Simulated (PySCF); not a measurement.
# C3H3ClO2: what the fields show

```yaml
atoms:
  - { symbol: O, position_ang: [0.7126, -1.6188, -1.4187] }
  - { symbol: C, position_ang: [0.9246, -0.8132, -0.5609] }
  - { symbol: C, position_ang: [0.1817, 0.4717, -0.3800] }
  - { symbol: Cl, position_ang: [0.7690, 1.7015, -1.4543] }
  - { symbol: C, position_ang: [-0.7968, 0.7218, 0.4859] }
  - { symbol: O, position_ang: [-1.3315, -0.1623, 1.3485] }
  - { symbol: H, position_ang: [1.7460, -0.9539, 0.1739] }
  - { symbol: H, position_ang: [-1.2636, 1.6931, 0.5601] }
  - { symbol: H, position_ang: [-0.9420, -1.0398, 1.2453] }
```

Geometry: GFN2-xTB.

Computed with BHandHLYP/pcSseg-1, SCF density, gas phase, non-relativistic (PySCF 2.14.0).

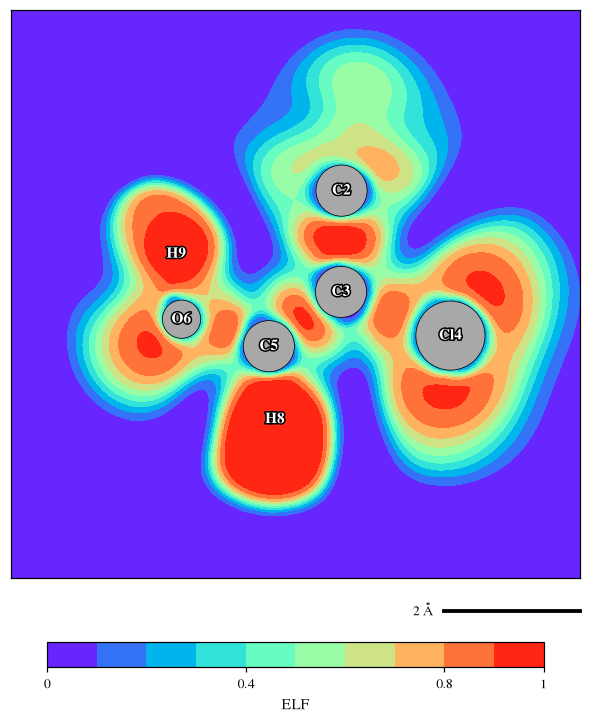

Figure 1. ELF on the plane of atoms C5, O6 and H9. Grey discs cover the atomic cores.

### Read the bonding off the picture.

- Atoms in the plane: C, Cl, O and H.
- C–C (1.33 Å): the ELF peaks at about 0.95 between the atoms; a multiple bond.
- C–Cl (1.74 Å): the ELF peaks at about 0.90 between the atoms (a shared electron pair).
- O–H (0.97 Å): the ELF climbs to about 1 towards the hydrogen, as it does in any bond to H: a covalent bond by its length.
- C–O (1.35 Å): the ELF peaks at about 0.90 between the atoms; a polar covalent bond.
- C–C (1.50 Å): the ELF peaks at about 0.95 between the atoms, as expected for a shared electron pair.
- The ELF also peaks beside Cl4 and O6, away from the bonds: lone-pair regions.

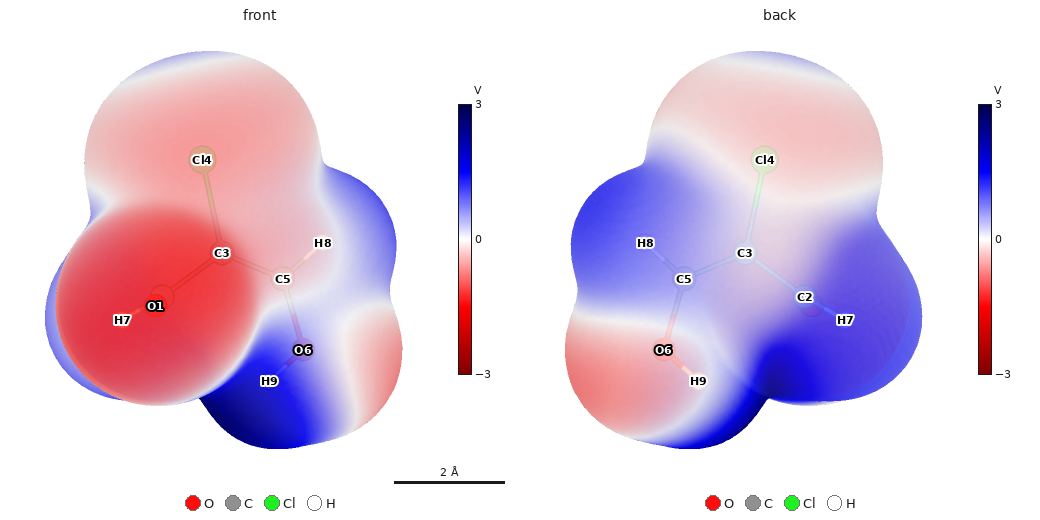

Figure 2. The electrostatic potential painted on the density surface at 0.001 e/bohr³, seen from the front and from behind; red is negative and blue positive.

### Describe the electrostatic potential map.

The most negative region (about −1.3 V) lies over O1, the most positive (about +2.6 V) over H9. Cl4 shows a σ-hole: about +0.4 V at the tip opposite its bond, against about −0.3 V on its flanks. O1 is the likeliest acceptor of a hydrogen bond.

### How polar is the molecule by this calculation?

Its dipole moment is 2.36 D.
